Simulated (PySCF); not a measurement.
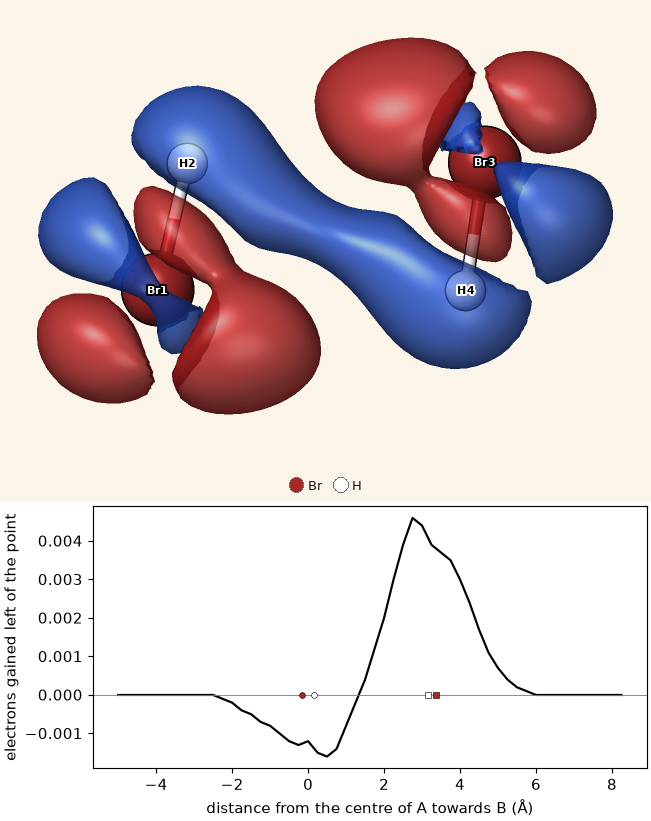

Figure 1: Br$_{2}$H$_{2}$, SMILES `Br.Br`. Density of the complex less the densities of the two fragments at the same geometry, ±0.001 e/Å³ (red: gain, blue: loss). Fragment A: HBr (atoms 1–2); fragment B: HBr. Below: the charge-displacement curve along the line of centres (A on the left).

Method: PBE0/def2-SVPD; geometry: GFN2-xTB; program: PySCF. GFN2-xTB bond lengths at metals and heavier atoms can be off by up to 0.1 Å and shapes distorted, which carries into these values.

Question: Which way does charge flow?

Answer: Hirshfeld charges show almost no net transfer (under 0.005 e). By Hirshfeld charges, electrons gather most on Br1 (−0.007 e) and leave H4 most (+0.006 e); 0.03 e is displaced in all, which induces a dipole of 0.03 D.

Question: What is the interaction energy, and which contacts carry it?

Answer: The counterpoise-corrected interaction energy of the frozen fragments is −0.4 kcal/mol without dispersion correction and −1.2 kcal/mol with D3(BJ). The pair geometry is semi-empirical, not a minimum at this level. Contacts: Br1···Br3, 3.80 Å, ρ = 0.007 a.u. The pose is a local one from a semi-empirical search, not shown to be the most stable.

The PySCF run took 34 s on 1 thread of Intel(R) Xeon(R) Processor @ 2.50GHz (Skylake/Cascade Lake), on a shared host, peak memory 0.43 GiB.
